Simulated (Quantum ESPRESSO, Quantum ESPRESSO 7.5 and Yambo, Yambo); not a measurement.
## Quasiparticle gap of KF (Carobbiite) in Yambo

Wanted: ground state, empty states, screening and self-energy for KF (Carobbiite).

Main program and level: Quantum ESPRESSO 7.5 and Yambo 5.3.0; PBE and many-body steps on it, plane waves.

## Step 1: The structure

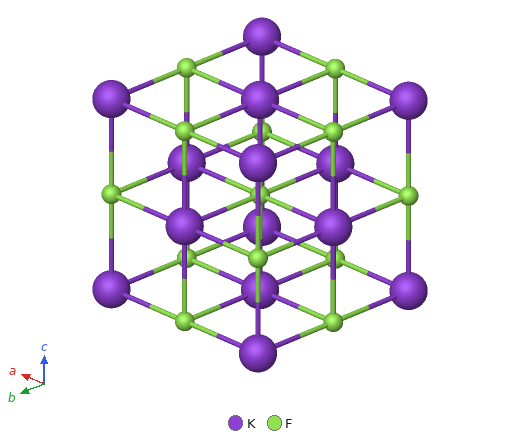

The cell as given, from a free direction (potassium purple, fluorine green). This picture shows the conventional cell, with its axes. Some periodic images of atoms are drawn too.

The cell and positions come from the Crystallography Open Database and are kept as given unless a step says otherwise.

## Step 2: Ground state

This step: Quantum ESPRESSO 7.5; DFT, PBE, plane waves, norm-conserving pseudopotentials.

The ground-state density comes first.

The input, pw.in:

```
&control
  calculation = 'scf'
  prefix = 'x'
  outdir = 'o'
  pseudo_dir = 'pseudo'
/
&system
  ibrav = 0
  nat = 2
  ntyp = 2
  ecutwfc = 72.0
  nbnd = 13
  force_symmorphic = .true.
/
&electrons
  conv_thr = 1e-10
  electron_maxstep = 80
  mixing_beta = 0.5
/
ATOMIC_SPECIES
  K 39.098 K.upf
  F 18.998 F.upf
CELL_PARAMETERS angstrom
  -0.0000000000 2.6718500000 2.6718500000
  2.6718500000 -0.0000000000 2.6718500000
  2.6718500000 2.6718500000 0.0000000000
ATOMIC_POSITIONS crystal
  K 0.0000000000 0.0000000000 0.0000000000
  F 0.5000000000 0.5000000000 0.5000000000
K_POINTS automatic
  6 6 6 0 0 0
```

Command:

```sh
> OMP_NUM_THREADS=1 mpirun -n 4 pw.x -nk 4 -in pw.in > pw.out
```

Log:

```text
Program PWSCF v.7.5 starts

     This program is part of the open-source Quantum ESPRESSO suite
     for quantum simulation of materials; please cite
         "P. Giannozzi et al., J. Phys.:Condens. Matter 21 395502 (2009);
         "P. Giannozzi et al., J. Phys.:Condens. Matter 29 465901 (2017);
         "P. Giannozzi et al., J. Chem. Phys. 152 154105 (2020);
     in publications or presentations arising from this work. More details at
     Message from routine setup:
     using ibrav=0 with symmetry is DISCOURAGED, use correct ibrav instead

     G-vector sticks info

     bravais-lattice index     =            0
     lattice parameter (alat)  =       7.1405  a.u.
     unit-cell volume          =     257.4322 (a.u.)^3
     number of atoms/cell      =            2
     number of atomic types    =            2
     number of electrons       =        16.00
     number of Kohn-Sham states=           13
     kinetic-energy cutoff     =      72.0000  Ry
     charge density cutoff     =     288.0000  Ry
     scf convergence threshold =      1.0E-10
     mixing beta               =       0.5000
     number of iterations used =            8  plain     mixing
     Exchange-correlation= PBE
                           (   1   4   3   4   0   0   0)

     celldm(1)=   7.140456  celldm(2)=   0.000000  celldm(3)=   0.000000
     celldm(4)=   0.000000  celldm(5)=   0.000000  celldm(6)=   0.000000

     crystal axes: (cart. coord. in units of alat)
               a(1) = (  -0.000000   0.707107   0.707107 )
               a(2) = (   0.707107  -0.000000   0.707107 )
               a(3) = (   0.707107   0.707107   0.000000 )

     reciprocal axes: (cart. coord. in units 2 pi/alat)
               b(1) = ( -0.707107  0.707107  0.707107 )
               b(2) = (  0.707107 -0.707107  0.707107 )
               b(3) = (  0.707107  0.707107 -0.707107 )
     Pseudo is Norm-conserving + core correction, Zval =  9.0
     Generated using ONCVPSP code by D. R. Hamann
     Using radial grid of 2222 points,  6 beta functions with:
     Pseudo is Norm-conserving + core correction, Zval =  7.0
     Generated using ONCVPSP code by D. R. Hamann
     Using radial grid of  832 points,  5 beta functions with:
     K                 9.00    39.09800     K ( 1.00)
     F                 7.00    18.99800     F ( 1.00)

     48 Sym. Ops., with inversion, found

   Cartesian axes

     site n.     atom                  positions (alat units)
         1        K      tau(   1) = (   0.0000000   0.0000000   0.0000000  )
         2        F      tau(   2) = (   0.7071068   0.7071068   0.7071068  )

     number of k points=    16
                       cart. coord. in units 2pi/alat
        k(    1) = (   0.0000000   0.0000000   0.0000000), wk =   0.0092593
        k(    2) = (   0.1178511   0.1178511  -0.1178511), wk =   0.0740741
        k(    3) = (   0.2357023   0.2357023  -0.2357023), wk =   0.0740741
        k(    4) = (  -0.3535534  -0.3535534   0.3535534), wk =   0.0370370
        k(    5) = (   0.2357023   0.0000000  -0.0000000), wk =   0.0555556
        k(    6) = (   0.3535534   0.1178511  -0.1178511), wk =   0.2222222
        k(    7) = (  -0.2357023  -0.4714045   0.4714045), wk =   0.2222222
        k(    8) = (  -0.1178511  -0.3535534   0.3535534), wk =   0.2222222
        k(    9) = (   0.0000000  -0.2357023   0.2357023), wk =   0.1111111
        k(   10) = (   0.4714045   0.0000000  -0.0000000), wk =   0.0555556
     [... 4 further rows ...]
        k(   15) = (  -0.1178511  -0.3535534   0.5892557), wk =   0.2222222
        k(   16) = (  -0.7071068   0.2357023   0.0000000), wk =   0.1111111

     Dense  grid:    21187 G-vectors     FFT dimensions: (  40,  40,  40)

     Initial potential from superposition of free atoms

     starting charge      15.9808, renormalised to      16.0000
     Starting wfcs are    9 randomized atomic wfcs +    4 random wfcs

     per-process dynamical memory:    18.9 Mb

     Self-consistent Calculation

     iteration #  1     ecut=    72.00 Ry     beta= 0.50

     total energy              =    -109.56124061 Ry
     estimated scf accuracy    <       0.27429892 Ry

     iteration #  2     ecut=    72.00 Ry     beta= 0.50

     total energy              =    -109.63747436 Ry
     estimated scf accuracy    <       0.06036261 Ry

     iteration #  3     ecut=    72.00 Ry     beta= 0.50

     total energy              =    -109.64786592 Ry
     estimated scf accuracy    <       0.00379029 Ry

     iteration #  4     ecut=    72.00 Ry     beta= 0.50

     total energy              =    -109.64818342 Ry
     estimated scf accuracy    <       0.00016829 Ry

     iteration #  5     ecut=    72.00 Ry     beta= 0.50

     total energy              =    -109.64822993 Ry
     estimated scf accuracy    <       0.00002292 Ry

     iteration #  6     ecut=    72.00 Ry     beta= 0.50

     total energy              =    -109.64823453 Ry
     estimated scf accuracy    <       0.00000945 Ry

     iteration #  7     ecut=    72.00 Ry     beta= 0.50

     total energy              =    -109.64823592 Ry
     estimated scf accuracy    <       0.00000002 Ry

     iteration #  8     ecut=    72.00 Ry     beta= 0.50

     total energy              =    -109.64823593 Ry
     estimated scf accuracy    <          4.7E-09 Ry

     iteration #  9     ecut=    72.00 Ry     beta= 0.50

     total energy              =    -109.64823593 Ry
     estimated scf accuracy    <          2.7E-10 Ry

     iteration # 10     ecut=    72.00 Ry     beta= 0.50

     End of self-consistent calculation

          k = 0.0000 0.0000 0.0000 (  2685 PWs)   bands (ev):

   -24.5780 -17.0623  -7.8279  -7.8279  -7.8279   1.5366   1.5366   1.5366
     7.7360  12.2308  12.2308  12.2308  13.8583

          k = 0.1179 0.1179-0.1179 (  2671 PWs)   bands (ev):

   -24.5547 -17.0838  -7.8973  -7.8372  -7.8372   1.3074   1.4475   1.4475
     8.4759  11.8529  12.5839  12.5839  14.1048

          k = 0.2357 0.2357-0.2357 (  2659 PWs)   bands (ev):

   -24.5076 -17.1276  -8.0340  -7.8555  -7.8555   0.9212   1.2754   1.2754
    10.0224  11.6413  13.2845  13.2845  14.8937

          k =-0.3536-0.3536 0.3536 (  2638 PWs)   bands (ev):

     [... further k-points ...]

     highest occupied, lowest unoccupied level (ev):     1.5366    7.7360

!    total energy              =    -109.64823593 Ry
     estimated scf accuracy    <          5.9E-12 Ry

     The total energy is the sum of the following terms:
     one-electron contribution =     -41.34050974 Ry
     hartree contribution      =      28.32769434 Ry
     xc contribution           =     -24.01420750 Ry
     ewald contribution        =     -72.62121304 Ry

     convergence has been achieved in  10 iterations

     XML data file, charge density, pseudopotentials, collected wavefunctions

=------------------------------------------------------------------------------=
   JOB DONE.
=------------------------------------------------------------------------------=
```

Elapsed: 2.9 s, on 4 MPI ranks of Arm Neoverse V2, shared host; peak memory 0.22 GiB.

Numbers from this step:

- total energy: -1491.8402 eV
- gap: 6.199 eV
- k of the valence top: 0, 0, 0
- k of the conduction bottom: 0, 0, 0
- least direct gap: 6.199 eV

The gap is direct, at Γ.

## Step 3: Bands along the symmetry lines

Levels along a band path, at the cheap level, show where the edges lie and whether the meshes to come will hold them.

The input, pw.in:

```
&control
  calculation = 'bands'
  prefix = 'x'
  outdir = 'o'
  pseudo_dir = 'pseudo'
/
&system
  ibrav = 0
  nat = 2
  ntyp = 2
  ecutwfc = 72.0
  nbnd = 14
  force_symmorphic = .true.
/
&electrons
  conv_thr = 1e-9
  electron_maxstep = 80
  diago_full_acc = .true.
  diago_thr_init = 5e-6
/
ATOMIC_SPECIES
  K 39.098 K.upf
  F 18.998 F.upf
CELL_PARAMETERS angstrom
  -0.0000000000 2.6718500000 2.6718500000
  2.6718500000 -0.0000000000 2.6718500000
  2.6718500000 2.6718500000 0.0000000000
ATOMIC_POSITIONS crystal
  K 0.0000000000 0.0000000000 0.0000000000
  F 0.5000000000 0.5000000000 0.5000000000
K_POINTS crystal
  50
  0.00000000 0.00000000 0.00000000 1
  0.06250000 0.00000000 0.06250000 1
  0.12500000 0.00000000 0.12500000 1
  0.18750000 0.00000000 0.18750000 1
  0.25000000 0.00000000 0.25000000 1
  0.31250000 0.00000000 0.31250000 1
  0.37500000 0.00000000 0.37500000 1
  0.43750000 0.00000000 0.43750000 1
  0.50000000 0.00000000 0.50000000 1
  0.51562500 0.03125000 0.51562500 1
  0.53125000 0.06250000 0.53125000 1
  0.54687500 0.09375000 0.54687500 1
  0.56250000 0.12500000 0.56250000 1
  0.57812500 0.15625000 0.57812500 1
  0.59375000 0.18750000 0.59375000 1
  0.60937500 0.21875000 0.60937500 1
  0.62500000 0.25000000 0.62500000 1
  0.37500000 0.37500000 0.75000000 1
  0.32812500 0.32812500 0.65625000 1
  0.28125000 0.28125000 0.56250000 1
  0.23437500 0.23437500 0.46875000 1
  0.18750000 0.18750000 0.37500000 1
  0.14062500 0.14062500 0.28125000 1
  0.09375000 0.09375000 0.18750000 1
  0.04687500 0.04687500 0.09375000 1
  0.00000000 0.00000000 0.00000000 1
  0.06250000 0.06250000 0.06250000 1
  0.12500000 0.12500000 0.12500000 1
  0.18750000 0.18750000 0.18750000 1
  0.25000000 0.25000000 0.25000000 1
  0.31250000 0.31250000 0.31250000 1
  0.37500000 0.37500000 0.37500000 1
  0.43750000 0.43750000 0.43750000 1
  0.50000000 0.50000000 0.50000000 1
  0.50000000 0.46875000 0.53125000 1
  0.50000000 0.43750000 0.56250000 1
  0.50000000 0.40625000 0.59375000 1
  0.50000000 0.37500000 0.62500000 1
  0.50000000 0.34375000 0.65625000 1
  0.50000000 0.31250000 0.68750000 1
  0.50000000 0.28125000 0.71875000 1
  0.50000000 0.25000000 0.75000000 1
  0.50000000 0.21875000 0.71875000 1
  0.50000000 0.18750000 0.68750000 1
  0.50000000 0.15625000 0.65625000 1
  0.50000000 0.12500000 0.62500000 1
  0.50000000 0.09375000 0.59375000 1
  0.50000000 0.06250000 0.56250000 1
  0.50000000 0.03125000 0.53125000 1
  0.50000000 0.00000000 0.50000000 1
```

Log:

```text
[banner, memory and clock lines left out]
Program PWSCF v.7.5 starts

     Atomic positions and unit cell read from directory:
     o/x.save/

     Message from routine setup:
     using ibrav=0 with symmetry is DISCOURAGED, use correct ibrav instead

     G-vector sticks info

     bravais-lattice index     =            0
     lattice parameter (alat)  =       7.1405  a.u.
     unit-cell volume          =     257.4322 (a.u.)^3
     number of atoms/cell      =            2
     number of atomic types    =            2
     number of electrons       =        16.00
     number of Kohn-Sham states=           14
     kinetic-energy cutoff     =      72.0000  Ry
     charge density cutoff     =     288.0000  Ry
     Exchange-correlation= PBE
                           (   1   4   3   4   0   0   0)

     celldm(1)=   7.140456  celldm(2)=   0.000000  celldm(3)=   0.000000
     celldm(4)=   0.000000  celldm(5)=   0.000000  celldm(6)=   0.000000

     crystal axes: (cart. coord. in units of alat)
               a(1) = (  -0.000000   0.707107   0.707107 )
               a(2) = (   0.707107  -0.000000   0.707107 )
               a(3) = (   0.707107   0.707107   0.000000 )

     reciprocal axes: (cart. coord. in units 2 pi/alat)
               b(1) = ( -0.707107  0.707107  0.707107 )
               b(2) = (  0.707107 -0.707107  0.707107 )
               b(3) = (  0.707107  0.707107 -0.707107 )
     Pseudo is Norm-conserving + core correction, Zval =  9.0
     Generated using ONCVPSP code by D. R. Hamann
     Using radial grid of 2222 points,  6 beta functions with:
     Pseudo is Norm-conserving + core correction, Zval =  7.0
     Generated using ONCVPSP code by D. R. Hamann
     Using radial grid of  832 points,  5 beta functions with:
     K                 9.00    39.09800     K ( 1.00)
     F                 7.00    18.99800     F ( 1.00)

     48 Sym. Ops., with inversion, found

   Cartesian axes

     site n.     atom                  positions (alat units)
         1        K      tau(   1) = (   0.0000000   0.0000000   0.0000000  )
         2        F      tau(   2) = (   0.7071068   0.7071068   0.7071068  )

     number of k points=    50
                       cart. coord. in units 2pi/alat
        k(    1) = (   0.0000000   0.0000000   0.0000000), wk =   0.0400000
        k(    2) = (   0.0000000   0.0883883   0.0000000), wk =   0.0400000
        k(    3) = (   0.0000000   0.1767767   0.0000000), wk =   0.0400000
[...]
[... 38 further rows ...]
        k(   49) = (   0.0441942   0.7071068   0.0000000), wk =   0.0400000
        k(   50) = (   0.0000000   0.7071068   0.0000000), wk =   0.0400000

     Dense  grid:    21187 G-vectors     FFT dimensions: (  40,  40,  40)

     The potential is recalculated from file :
     o/x.save/charge-density

     Starting wfcs are    9 randomized atomic wfcs +    5 random wfcs

     Band Structure Calculation

     End of band structure calculation

          k = 0.0000 0.0000 0.0000 (  2685 PWs)   bands (ev):

   -24.5780 -17.0623  -7.8279  -7.8279  -7.8279   1.5366   1.5366   1.5366
     7.7360  12.2308  12.2308  12.2308  13.8583  13.8583

          k = 0.0000 0.0884 0.0000 (  2693 PWs)   bands (ev):

   -24.5733 -17.0665  -7.8359  -7.8359  -7.8306   1.4641   1.5313   1.5313
     7.8827  12.0766  12.3321  12.3321  13.8969  13.9085

          k = 0.0000 0.1768 0.0000 (  2689 PWs)   bands (ev):

   -24.5601 -17.0770  -7.8586  -7.8586  -7.8468   1.2960   1.5182   1.5182
     8.2836  11.6892  12.6257  12.6257  14.0092  14.0256

          k =-0.0000 0.2652 0.0000 (  2666 PWs)   bands (ev):

[...]
k = 0.0000 0.4419-0.0000 (  2650 PWs)   bands (ev):

[...]
k =-0.0000 0.5303 0.0000 (  2658 PWs)   bands (ev):

[...]
k = 0.0000 0.6187-0.0000 (  2650 PWs)   bands (ev):

[...]
k = 0.4640 0.4640-0.0000 (  2650 PWs)   bands (ev):

[...]
k = 0.3315 0.3315-0.0000 (  2650 PWs)   bands (ev):

[...]
k = 0.3094 0.7071-0.0000 (  2648 PWs)   bands (ev):

[...]
k = 0.2210 0.7071-0.0000 (  2654 PWs)   bands (ev):

[...]
k = 0.1768 0.7071-0.0000 (  2648 PWs)   bands (ev):

[...]
k = 0.0442 0.7071 0.0000 (  2660 PWs)   bands (ev):

   -24.4629 -17.0804  -8.3803  -8.0415  -8.0335   1.3295   1.4680   1.4786
     9.7987  11.8937  13.2933  15.0563  15.6248  15.6822

          k = 0.0000 0.7071 0.0000 (  2650 PWs)   bands (ev):

   -24.4630 -17.0794  -8.3835  -8.0381  -8.0381   1.3290   1.4816   1.4816
     9.7709  11.8646  13.3544  15.0554  15.6245  15.6246

     XML data file, pseudopotentials, collected wavefunctions
```

Run time: 3.1 s. Hardware: 4 MPI ranks; peak memory 0.2 GiB; 12 s of CPU time.

This step gave:

```yaml
gap: 6.199 eV
k_of_the_valence_top: 0, 0, 0
k_of_the_conduction_bottom: 0, 0, 0
least_direct_gap: 6.199 eV
```

The gap is 6.199 eV, as in the run before at this level.

Electronic bands along the path, in eV, zero at the top of the highest filled band; v1 is the highest filled band, c1 the lowest empty one:

| point | v4 | v3 | v2 | v1 | c1 | c2 | c3 | c4 |
| --- | --- | --- | --- | --- | --- | --- | --- | --- |
| Γ | -9.36 | 0.00 | 0.00 | 0.00 | 6.20 | 10.69 | 10.69 | 10.69 |
| X | -9.57 | -0.21 | -0.06 | -0.06 | 8.23 | 10.33 | 11.82 | 13.52 |
| U | -9.51 | -0.33 | -0.19 | -0.19 | 8.98 | 10.74 | 11.08 | 13.51 |
| jump to K | -9.51 | -0.33 | -0.19 | -0.19 | 8.98 | 10.74 | 11.08 | 13.51 |
| Γ | -9.36 | 0.00 | 0.00 | 0.00 | 6.20 | 10.69 | 10.69 | 10.69 |
| L | -9.40 | -0.78 | -0.34 | -0.34 | 9.09 | 10.63 | 12.05 | 12.05 |
| W | -9.45 | -0.40 | -0.16 | -0.16 | 9.75 | 9.75 | 11.21 | 13.35 |
| X | -9.57 | -0.21 | -0.06 | -0.06 | 8.23 | 10.33 | 11.82 | 13.52 |

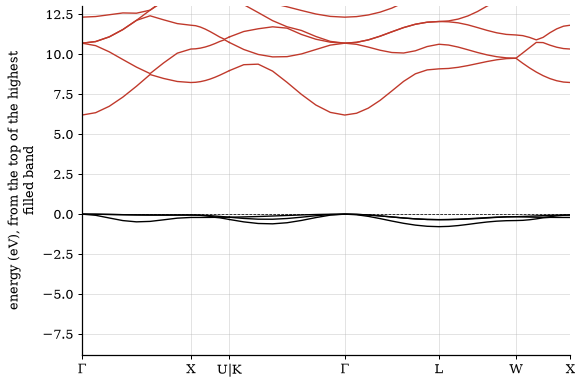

Electronic bands along the path; lines of filled and empty bands in two colours.

## Step 4: Empty states on the mesh, 4×4×4 mesh, 458 bands

The sums over transitions need many empty states on a uniform mesh; this step solves for them.

The input, pw.in:

```
&control
  calculation = 'nscf'
  prefix = 'x'
  outdir = 'o'
  pseudo_dir = 'pseudo'
/
&system
  ibrav = 0
  nat = 2
  ntyp = 2
  ecutwfc = 72.0
  nbnd = 458
  force_symmorphic = .true.
/
&electrons
  conv_thr = 1e-9
  electron_maxstep = 80
  diago_full_acc = .true.
  diago_thr_init = 5e-6
/
ATOMIC_SPECIES
  K 39.098 K.upf
  F 18.998 F.upf
CELL_PARAMETERS angstrom
  -0.0000000000 2.6718500000 2.6718500000
  2.6718500000 -0.0000000000 2.6718500000
  2.6718500000 2.6718500000 0.0000000000
ATOMIC_POSITIONS crystal
  K 0.0000000000 0.0000000000 0.0000000000
  F 0.5000000000 0.5000000000 0.5000000000
K_POINTS automatic
  4 4 4 0 0 0
```

Log:

```text
[banner, memory and clock lines left out]
Program PWSCF v.7.5 starts

     Atomic positions and unit cell read from directory:
     o/x.save/

     Message from routine setup:
     using ibrav=0 with symmetry is DISCOURAGED, use correct ibrav instead

     G-vector sticks info

     bravais-lattice index     =            0
     lattice parameter (alat)  =       7.1405  a.u.
     unit-cell volume          =     257.4322 (a.u.)^3
     number of atoms/cell      =            2
     number of atomic types    =            2
     number of electrons       =        16.00
     number of Kohn-Sham states=          458
     kinetic-energy cutoff     =      72.0000  Ry
     charge density cutoff     =     288.0000  Ry
     Exchange-correlation= PBE
                           (   1   4   3   4   0   0   0)

     celldm(1)=   7.140456  celldm(2)=   0.000000  celldm(3)=   0.000000
     celldm(4)=   0.000000  celldm(5)=   0.000000  celldm(6)=   0.000000

     crystal axes: (cart. coord. in units of alat)
               a(1) = (  -0.000000   0.707107   0.707107 )
               a(2) = (   0.707107  -0.000000   0.707107 )
               a(3) = (   0.707107   0.707107   0.000000 )

     reciprocal axes: (cart. coord. in units 2 pi/alat)
               b(1) = ( -0.707107  0.707107  0.707107 )
               b(2) = (  0.707107 -0.707107  0.707107 )
               b(3) = (  0.707107  0.707107 -0.707107 )
     Pseudo is Norm-conserving + core correction, Zval =  9.0
     Generated using ONCVPSP code by D. R. Hamann
     Using radial grid of 2222 points,  6 beta functions with:
     Pseudo is Norm-conserving + core correction, Zval =  7.0
     Generated using ONCVPSP code by D. R. Hamann
     Using radial grid of  832 points,  5 beta functions with:
     K                 9.00    39.09800     K ( 1.00)
     F                 7.00    18.99800     F ( 1.00)

     48 Sym. Ops., with inversion, found

   Cartesian axes

     site n.     atom                  positions (alat units)
         1        K      tau(   1) = (   0.0000000   0.0000000   0.0000000  )
         2        F      tau(   2) = (   0.7071068   0.7071068   0.7071068  )

     number of k points=     8
                       cart. coord. in units 2pi/alat
        k(    1) = (   0.0000000   0.0000000   0.0000000), wk =   0.0312500
        k(    2) = (   0.1767767   0.1767767  -0.1767767), wk =   0.2500000
        k(    3) = (  -0.3535534  -0.3535534   0.3535534), wk =   0.1250000
[...]
k(    7) = (  -0.7071068   0.0000000   0.0000000), wk =   0.0937500
        k(    8) = (  -0.7071068   0.3535534   0.0000000), wk =   0.1875000

     Dense  grid:    21187 G-vectors     FFT dimensions: (  40,  40,  40)

     The potential is recalculated from file :
     o/x.save/charge-density

     Starting wfcs are    9 randomized atomic wfcs +  449 random wfcs

     Band Structure Calculation

     End of band structure calculation

          k = 0.0000 0.0000 0.0000 (  2685 PWs)   bands (ev):

   -24.5780 -17.0623  -7.8279  -7.8279  -7.8279   1.5366   1.5366   1.5366
     7.7360  12.2308  12.2308  12.2308  13.8583  13.8583  18.4361  25.8136
    25.8136  25.8136  25.8414  25.8414  25.8414  28.3039  28.3039  28.3039
[...]
[... 46 further rows ...]
[...]
292.2684 292.8679

          k = 0.1768 0.1768-0.1768 (  2656 PWs)   bands (ev):

[...]
[... 46 further rows ...]
[...]
292.4980 292.6574

          k =-0.3536-0.3536 0.3536 (  2638 PWs)   bands (ev):

[...]
78.1755  81.0804  82.4950  82.4950  83.0432  84.8838  84.8838  85.6328
     [... 46 further rows ...]
   293.0866 293.0866 293.5390 293.5784 293.5784 294.6587 294.6824 294.6824
   294.7191 294.7191

          k = 0.3536 0.0000 0.0000 (  2650 PWs)   bands (ev):

     [... further k-points ...]

     highest occupied, lowest unoccupied level (ev):     1.5366    7.7360

     XML data file, pseudopotentials, collected wavefunctions
```

Elapsed: 42 s, on 4 MPI ranks; peak memory 0.71 GiB; 2.8 min of CPU time.

This step gave:

- gap: 6.199 eV
- k of the valence top: 0, 0, 0
- k of the conduction bottom: 0, 0, 0
- least direct gap: 6.199 eV
- k points computed: 8
- lowest point of the top converged band, above the valence top: 291.1209 eV

On this mesh the gap is 6.199 eV.

(Continued in part 2 of 2.)

[Paths, hosts, dates, memory and timing lines, banners, echoed tables and standing remarks are left out of the program output.]

[Logs are printed without paths, hosts, clocks, repeated set-up lines and the standing remarks that a program may print on its own settings, such as how far it seeks lower states.]

[Runs of the session that timed out or met a known fault of the program may be left out.]

[Hosts, paths, dates, database ids (printed as entryN), source tags and the programs' standing remarks are cut or masked in the printed files.]
